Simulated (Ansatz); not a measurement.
# GeH3O2 (SMILES [O][GeH2][OH]) at UHF/cc-pVDZ

Aim: the energy change on altering one bond length of GeH3O2 at UHF/cc-pVDZ, from 2 runs. 

Program for the calculation: Ansatz 0.2.0.

55 further runs of the same task are left out: 55 set aside as unsound or not needed. Runs told in other sessions of the task aren't counted.

## (1) The molecule

GeH3O2 has 6 atoms, charge 0, and is taken as a doublet. SMILES: `[O][GeH2][OH]`. The shape is that of a PBE0-D4/def2-TZVP optimisation. This is one conformer, not always the lowest.

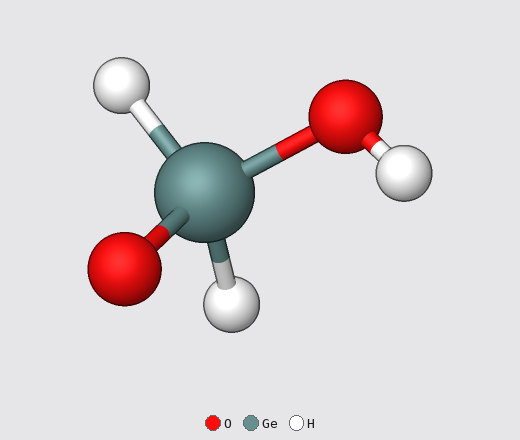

The structure, seen from a chosen angle (oxygen red, germanium teal, hydrogen white).

## (2) A single-point energy at UHF/cc-pVDZ

input.yaml reads:

```yaml
crystal:
  periodic: [false, false, false]
  atoms:
    - symbol: O
      position_ang: [-1.694000, -0.455900, 0.556900]
    - symbol: Ge
      position_ang: [-0.249900, 0.168600, -0.295800]
    - symbol: O
      position_ang: [1.186300, 0.124100, 0.735000]
    - symbol: H
      position_ang: [-0.134800, -0.795800, -1.489800]
    - symbol: H
      position_ang: [-0.447300, 1.647000, -0.628900]
    - symbol: H
      position_ang: [1.381600, -0.751900, 1.076400]
basis:
  gaussian:
    orbitals: cc-pVDZ
hamiltonian:
  xc: hf
accuracy: high
magnetization:
  spin_polarized: true
  initial_magnetization: 1
output: {orbitals: {seedname: orbitals}}
```

Started as:

```sh
$ ansatz run input.yaml --threads 1 --pin off --max-ram 2610MiB --events-out events.jsonl --progress --plain --runs-dir runs
```

Output:

```text
Warning: RAYON_NUM_THREADS=1 ignored (pool sized by the plan → 1); use --threads N
Functional definition: HF
  name "HF"
  exchange = exact_x
  correlation = 0
1529 factors; integrals over basis functions are off by at most 4.5e-9 eV
mean field evaluation 1: about -60585.1570 eV, gradient 3.6e1 eV
mean field evaluation 2: about -60585.1712 eV, gradient 3.6e1 eV
mean field evaluation 4: about -60593.4887 eV, gradient 6.5e0 eV
mean field evaluation 8: about -60594.2651 eV, gradient 3.0e-1 eV
mean field evaluation 16: about -60594.2732 eV, gradient 6.4e-7 eV
mean field evaluation 32: about -60594.1229 eV, gradient 2.9e-1 eV
mean field evaluation 64: about -60592.6880 eV, gradient 4.6e0 eV
mean field evaluation 96: about -60594.1063 eV, gradient 2.7e0 eV
mean field -60594.27319176 eV, -2226.7984675238 hartree, gradient 1.8e-8 eV, S^2 0.756584; 3 other end points of the search recorded, 0 dependent functions left out
reference -60594.27319176 eV, -2226.7984675238 hartree; 26, 25 occupied and 44, 45 virtual orbitals, 1529 factors
Total energy: -60594.27319176 eV, -2226.7984675238 hartree
```

It took 2.5 s on 1 thread of AMD EPYC 9R45 (Zen 5), shared host; peak memory 0.25 GiB.

## (3) The distorted shape, same level

in.yaml reads:

```yaml
crystal:
  periodic: [false, false, false]
  atoms:
    - {symbol: O, position_ang: [-3.417476, -0.402499, -0.680086]}
    - {symbol: Ge, position_ang: [-1.973376, 0.222001, -1.532786]}
    - {symbol: O, position_ang: [1.186300, 0.124100, 0.735000]}
    - {symbol: H, position_ang: [-1.858276, -0.742399, -2.726786]}
    - {symbol: H, position_ang: [-2.170776, 1.700401, -1.865886]}
    - {symbol: H, position_ang: [1.381600, -0.751900, 1.076400]}
basis:
  gaussian: {orbitals: cc-pVDZ}
magnetization: {spin_polarized: true, initial_magnetization: 1}
hamiltonian: {xc: hf}
accuracy: high
output: {orbitals: {seedname: orbitals}}
```

Started as:

```sh
$ ansatz run in.yaml --threads 1 --pin off --max-ram 2610MiB --events-out events.jsonl --progress --plain --runs-dir runs
```

Output (excerpt; [...] marks lines left out):

```text
Warning: RAYON_NUM_THREADS=1 ignored (pool sized by the plan → 1); use --threads N
[... 2 set-up lines as earlier in the session ...]
[...]
1417 factors; integrals over basis functions are off by at most 1.3e-8 eV
[...]
mean field -60591.39915736 eV, -2226.6928487076 hartree, gradient 3.1e-8 eV, S^2 1.629120; 7 other end points of the search recorded, 0 dependent functions left out
reference -60591.39915736 eV, -2226.6928487076 hartree; 26, 25 occupied and 44, 45 virtual orbitals, 1417 factors
Total energy: -60591.39915736 eV, -2226.6928487076 hartree
```

It took 8.7 s on 1 thread of AMD EPYC 9R45 (Zen 5), shared host; peak memory 0.31 GiB.

## (4) What came out

Level: UHF/cc-pVDZ.

| quantity | value |
| --- | --- |
| first shape: total energy | -2226.79847 Eh |
| first shape: HOMO energy (highest over α and β) | -12.85 eV |
| first shape: LUMO energy (lowest over α and β) | 2.30 eV |
| first shape: ⟨S²⟩ | 0.757 |
| distorted shape: total energy | -2226.69285 Eh |
| distorted shape: HOMO energy (highest over α and β) | -9.74 eV |
| distorted shape: LUMO energy (lowest over α and β) | 0.99 eV |
| distorted shape: ⟨S²⟩ | 1.629 |
| energy change with the Ge2–O3 bond stretched from 1.768 to 3.891 Å | 2.874 eV |

What this shows: With the Ge2–O3 bond stretched from 1.768 to 3.891 Å the energy rises by 2.87 eV (277 kJ/mol). The first shape isn't relaxed at this level, so the change isn't measured from a minimum. ⟨S²⟩ (distorted shape) is 1.63 where a pure doublet has 0.75: the reference is spin-contaminated.
